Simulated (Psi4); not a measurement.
**Energy and gradient calculation, with input and output: S₂O (part 2 of 2)**

The same run, continued: S₂O (Disulfur monoxide); MP2/6-311++G(2d,2p), RHF (Psi4 1.11). The geometry comes from this level: GFN2-xTB.

Geometry of the input (Å):
```
O  0.4314  1.1955  0.4831
S  0.5595  -0.2105  0.1593
S  -0.9908  -0.9851  -0.6424
```

## The program's output, continued
```
  FROZEN_UOCC                   => (empty)
  INTEGRAL_PACKAGE              => (empty)
  IP_POLES                      => (empty)
  LEVEL_SHIFT                   => (empty)
  LITERAL_CFOUR                 => (empty)
  LS_THC_BASIS_TOLERANCE        => (empty)
  LS_THC_DF                     => (empty)
  LS_THC_PRUNING_SCHEME         => (empty)
  LS_THC_RADIAL_POINTS          => (empty)
  LS_THC_SPHERICAL_POINTS       => (empty)
  LS_THC_S_EPSILON              => (empty)
  LS_THC_WEIGHTS_TOLERANCE      => (empty)
  MAT_NUM_COLUMN_PRINT          => (empty)
  MAX_MOGRAD_CONVERGENCE        => (empty)
  MAX_RADIAL_MOMENT             => (empty)
  MBIS_D_CONVERGENCE            => (empty)
  MBIS_MAXITER                  => (empty)
  MBIS_PRUNING_SCHEME           => (empty)
  MBIS_RADIAL_POINTS            => (empty)
  MBIS_SPHERICAL_POINTS         => (empty)
  MOGRAD_DAMPING                => (empty)
  MOLDEN_WITH_VIRTUAL           => (empty)
  MO_MAXITER                    => (empty)
  MO_READ                       => (empty)
  MO_STEP_MAX                   => (empty)
  MO_WRITE                      => (empty)
  MP2_OS_SCALE                  => (empty)
  MP2_SOS_SCALE                 => (empty)
  MP2_SOS_SCALE2                => (empty)
  MP2_SS_SCALE                  => (empty)
  MP2_TYPE                      => CONV            !
  MP_TYPE                       => (empty)
  NAT_ORBS                      => (empty)
  NUM_FROZEN_DOCC               => (empty)
  NUM_FROZEN_UOCC               => (empty)
  NUM_GPUS                      => (empty)
  OCC_ORBS_PRINT                => (empty)
  OEPROP                        => (empty)
  OPT_METHOD                    => (empty)
  ORBITAL_OPTIMIZER_PACKAGE     => (empty)
  ORB_OPT                       => FALSE           !
  ORB_RESP_SOLVER               => (empty)
  ORTH_TYPE                     => (empty)
  OS_SCALE                      => (empty)
  PARENT_SYMMETRY               => (empty)
  PCG_BETA_TYPE                 => (empty)
  PCG_CONVERGENCE               => (empty)
  PCG_MAXITER                   => (empty)
  PCM                           => (empty)
  PE                            => (empty)
  PRINT                         => (empty)
  PRINT_NOONS                   => (empty)
  PROPERTIES                    => (empty)
  PROPERTIES_ORIGIN             => (empty)
  PUREAM                        => (empty)
  QC_MODULE                     => (empty)
  RAS1                          => (empty)
  RAS2                          => (empty)
  RAS3                          => (empty)
  RAS4                          => (empty)
  RELATIVISTIC                  => (empty)
  RELAXED                       => (empty)
  REMP_A                        => (empty)
  RESTRICTED_DOCC               => (empty)
  RESTRICTED_UOCC               => (empty)
  RMS_MOGRAD_CONVERGENCE        => (empty)
  R_CONVERGENCE                 => (empty)
  SCF_TYPE                      => PK              !
  SCREENING                     => (empty)
  SCS_TYPE                      => (empty)
  SOCC                          => (empty)
  SOS_TYPE                      => (empty)
  SPIN_SCALE_TYPE               => NONE            !
  SS_SCALE                      => (empty)
  SYMMETRIZE                    => (empty)
  TPDM_ABCD_TYPE                => (empty)
  WFN                           => (empty)
  WFN_TYPE                      => OMP2            !
  WRITER_FILE_LABEL             => (empty)
  ZORA_BASIS_TOLERANCE          => (empty)
  ZORA_NR_DEBUG                 => (empty)
  ZORA_PRUNING_SCHEME           => (empty)
  ZORA_RADIAL_POINTS            => (empty)
  ZORA_SPHERICAL_POINTS         => (empty)

 ==============================================================================
 ==============================================================================
 ==============================================================================

                             MP2

 ==============================================================================
 ==============================================================================
 ==============================================================================

	MO spaces per irreps...

	IRREP   FC    OCC   VIR  FV
	==============================
	  A'     0    16    53    0
	  A"     0     4    24    0
	==============================

	Memory is   1600 MB
	Cost of iabc is     32 MB
	Cost of abcd is    136 MB
	Switching to the incore algorithm for iabc..
	Switching to the incore algorithm for abcd..

	Computing MP2 energy using SCF MOs (Canonical MP2)...
	==============================================================================
	Nuclear Repulsion Energy (a.u.)    :   141.58966884599317
	SCF Energy (a.u.)                  :  -869.90533619580651
	REF Energy (a.u.)                  :  -869.90533619580651
	Alpha-Alpha Contribution (a.u.)    :    -0.11111659234143
	Alpha-Beta Contribution (a.u.)     :    -0.58907969515074
	Beta-Beta Contribution (a.u.)      :    -0.11111659234143
	Scaled_SS Correlation Energy (a.u.):    -0.07407772822762
	Scaled_OS Correlation Energy (a.u.):    -0.70689563418089
	SCS-MP2 Total Energy (a.u.)        :  -870.68630955821504
	SOS-MP2 Total Energy (a.u.)        :  -870.61223182998742
	SCSN-MP2 Total Energy (a.u.)       :  -870.29646660084836
	SCS-MP2-VDW Total Energy (a.u.)    :  -870.77047479794089
	SOS-PI-MP2 Total Energy (a.u.)     :  -870.73004776901757
	MP2 Correlation Energy (a.u.)      :    -0.81131287983360
	MP2 Total Energy (a.u.)            :  -870.71664907564013
	==============================================================================

	Analytic gradient computation is starting...
	Computing response density matrices...
	Computing off-diagonal blocks of GFM...
	Forming independent-pairs...
	Number of independent-pairs: 944
	Computing orbital gradient...
	Computing diagonal blocks of GFM...
	Solving orbital Z-vector equations...
	Forming relaxed response density matrices...
	Forming relaxed GFM...
	Writing particle density matrices and GFM to disk...
	Necessary information has been sent to DERIV, which will take care of the rest.

	total time  =          2 seconds =       0.03 minutes
    Molecular point group: cs
    Full point group: Cs

    Geometry (in Bohr), charge = 0, multiplicity = 1:

       Center              X                  Y                   Z
    ------------   -----------------  -----------------  -----------------
         O           -1.312525457259     2.789633002855     0.000000000000
         S           -1.312525457259     0.052432740270     0.000000000000
         S            1.969152690144    -1.448023956654     0.000000000000

	Presorting MO-basis TPDM.
	Sorting File: MO TPDM (AA|AA) nbuckets = 1
	Starting first half-transformation.
	Sorting half-transformed TPDM.
	First half integral transformation complete.

  -Total gradient:
     Atom            X                  Y                   Z
    ------   -----------------  -----------------  -----------------
       1        0.008906820504    -0.041061998182     0.000000000000
       2       -0.000731352069     0.029894940919     0.000000000000
       3       -0.008175468438     0.011167057264     0.000000000000

  Variable Map:
  ----------------------------------------------------------------------------
  "CURRENT CORRELATION ENERGY"           =>      -0.811312879834
  "CURRENT ENERGY"                       =>    -870.716649075640
  "CURRENT REFERENCE ENERGY"             =>    -869.905336195807
  "DD SOLVATION ENERGY"                  =>       0.000000000000
  "HF KINETIC ENERGY"                    =>     869.669168779354
  "HF POTENTIAL ENERGY"                  =>   -1739.574504975160
  "HF TOTAL ENERGY"                      =>    -869.905336195807
  "HF VIRIAL RATIO"                      =>       2.000271560066
  "MP2 CORRELATION ENERGY"               =>      -0.811312879834
  "MP2 DOUBLES ENERGY"                   =>      -0.811312879834
  "MP2 OPPOSITE-SPIN CORRELATION ENERGY" =>      -0.589079695151
  "MP2 SAME-SPIN CORRELATION ENERGY"     =>      -0.222233184683
  "MP2 SINGLES ENERGY"                   =>       0.000000000000
  "MP2 TOTAL ENERGY"                     =>    -870.716649075640
  "NUCLEAR REPULSION ENERGY"             =>     141.589668845993
  "ONE-ELECTRON ENERGY"                  =>   -1483.083621397232
  "PCM POLARIZATION ENERGY"              =>       0.000000000000
  "PE ENERGY"                            =>       0.000000000000
  "SCF ITERATION ENERGY"                 =>    -869.905336195807
  "SCF ITERATIONS"                       =>      19.000000000000
  "SCF TOTAL ENERGY"                     =>    -869.905336195807
  "SCS(N)-MP2 CORRELATION ENERGY"        =>      -0.391130405042
  "SCS(N)-MP2 TOTAL ENERGY"              =>    -870.296466600848
  "SCS-MP2 CORRELATION ENERGY"           =>      -0.780973362409
  "SCS-MP2 TOTAL ENERGY"                 =>    -870.686309558215
  "SCS-MP2-VDW CORRELATION ENERGY"       =>      -0.865138602134
  "SCS-MP2-VDW TOTAL ENERGY"             =>    -870.770474797941
  "SOS-MP2 CORRELATION ENERGY"           =>      -0.706895634181
  "SOS-MP2 TOTAL ENERGY"                 =>    -870.612231829987
  "SOS-PI-MP2 CORRELATION ENERGY"        =>      -0.824711573211
  "SOS-PI-MP2 TOTAL ENERGY"              =>    -870.730047769018
  "TWO-ELECTRON ENERGY"                  =>     471.588616355432

  Array Variable Map:
  ----------------------------------------------------------------------------
  "CURRENT DIPOLE"                       =>      -0.265505328674 ... 0.000000000000 1 by 3
  "CURRENT GRADIENT"                     =>       0.008906820504 ... 0.000000000000 3 by 3
  "MP2 TOTAL GRADIENT"                   =>       0.008906820504 ... 0.000000000000 3 by 3
  "SCF DIPOLE"                           =>      -0.265505328674 ... 0.000000000000 1 by 3
  "SCF TOTAL ENERGIES"                   =>    -869.632676153912 ... -869.905336195807 1 by 20

    Psi4 run time: 0:00:07.72
```

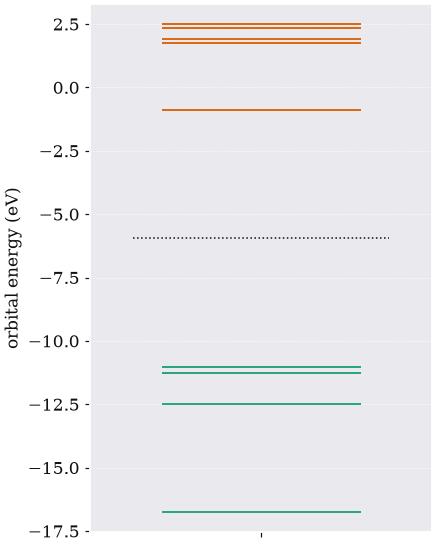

Figure 1. Orbital energies near the frontier (SCF reference); the dotted line parts filled from empty levels, and levels within 0.02 eV of each other stand side by side. Highest filled −11.03 eV, lowest empty −0.89 eV, 10.14 eV apart.

## Summary

- outcome: converged
- total energy: −870.716649 hartree
- SCF energy: −869.905336 hartree
- MP2 energy: −870.716649 hartree
- correlation energy: −0.811313 hartree
- basis functions: 97
- largest force: 2.161 eV/Å
- HOMO of the SCF reference: −11.03 eV
- LUMO of the SCF reference: −0.89 eV
- wall time: 9 s
- peak memory: 0.47 GiB

## Notes

Settings chosen away from the usual ones: s_orthogonalization set to partialcholesky. The record of the run, not the program, notes: near-linear dependence in the basis.
